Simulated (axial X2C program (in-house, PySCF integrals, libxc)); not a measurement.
**IrCa: from the state search to constants**

Aim: find the lowest determinant of IrCa, scan the bond at several levels and fit the constants, once spin-free and once with spin–orbit coupling.

Computed with an in-house X2C program for linear molecules on PySCF integrals. Level: all-electron X2C, Ir dyall-v3z, Ca dyall-v3z.

All values are calculated.

## 1. Input

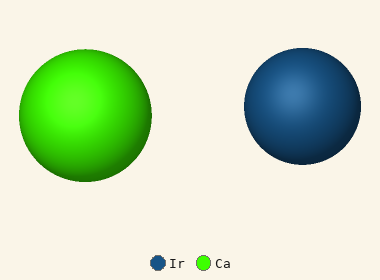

The two atoms at 2.930 Å (iridium blue, calcium green).

File task.json:

```json
{
 "zs": [
  77,
  20
 ],
 "q": 0,
 "bas": [
  "dyall-v3z",
  "dyall-v3z"
 ],
 "levels": [
  "PBE0",
  "HF",
  "M06",
  "BHandHLYP"
 ],
 "cc": false,
 "r0": 2.93,
 "npts": 10,
 "nst": 2,
 "ntry": 6
}
```

Keys: zs atomic numbers; q charge; bas basis sets; levels methods (HF also brings MP2); cc coupled cluster on or off; r0 starting distance in Å; npts points asked for on the curve; nst determinants followed; ntry starts of the search.

Command:

```sh
> python so2c.py task.json out
```

Spin-free means the one-electron spin-free X2C Hamiltonian; two-component (2c) means X2C with spin–orbit coupling and atomic mean-field two-electron Coulomb and Gaunt terms. Basis: Ir dyall-v3z contracted to [13s14p9d6f2g], Ca dyall-v3z contracted to [11s12p4d3f]; Gaussian nuclei, density fitting. Masses: Ir 192.963 u, Ca 39.963 u.

Notation: σ, π±, δ± give the projection m of an orbital's angular momentum (0, ±1, ±2), α and β its spin, Λ and M_S the sums; ω is the projection of a spinor's total angular momentum and Ω the sum. Logs are in hartree.

Further steps of the session: PBE0, spin-free; HF, spin-free; M06, spin-free; BHandHLYP, spin-free; PBE0, 2c; HF, 2c; M06, 2c; BHandHLYP, 2c.

Before running it: what results should come out? Wanted: for each run, Hamiltonian; Re; ωe; De; μ.

The runs gave:

Lowest determinant that the search found at its distance, spin-free: M_S = 3/2, Λ = 2 (beyond closed shells: 2 × σα, δ+α, δ+β, δ-α).

Lowest determinant that the search found at its distance, 2c: Ω = 7/2 (excess of +ω over −ω: 2 × ω = 1/2, ω = 5/2).

```tsv
Hamiltonian	level	Re (Å)	ωe (cm⁻¹)	De (eV)	μ (D)
spin-free	PBE0	2.734	207.1	2.02	2.09
spin-free	M06	2.804	183.1	1.36	2.69
spin-free	BHandHLYP	2.789	194.5	1.48	2.41
2c	PBE0	2.738	206.9	1.94	2.13
2c	M06	2.800	185.7	1.25	2.74
2c	BHandHLYP	2.791	195.1	1.32	2.45
```

Dipoles are positive if Ca is the positive end. No constants: spin-free HF (too few points lie around the minimum for a second fit to confirm the first); spin-free MP2 (the reference is strongly spin-contaminated); 2c HF (too few points lie around the minimum for a second fit to confirm the first); 2c MP2 (the reference is strongly spin-contaminated).

What this shows: At PBE0, going from spin-free to two-component changes Re by +3 mÅ, ωe by -0.1 %, which is small (part of it comes from the scalar share of the two-electron terms). It costs about 1.5 times the time. De moves by -0.08 eV; both De rest on single-determinant atoms, which can miss part of an open shell's spin–orbit lowering.

De refers to Ir + Ca, each in the lowest determinant found, which need not be this curve's own limit. Each curve is one determinant whose occupation by symmetry is held fixed; it was picked as the lowest of a PBE0 search that is not exhaustive. De is counted from the lowest determinant-based energies of the atoms at the same level, without counterpoise correction. Density functionals use the spin component along the axis (collinear). The meta-GGAs lack a current-density term, which matters for open shells with orbital currents, atoms included. With several unpaired electrons one determinant need not be a pure state.
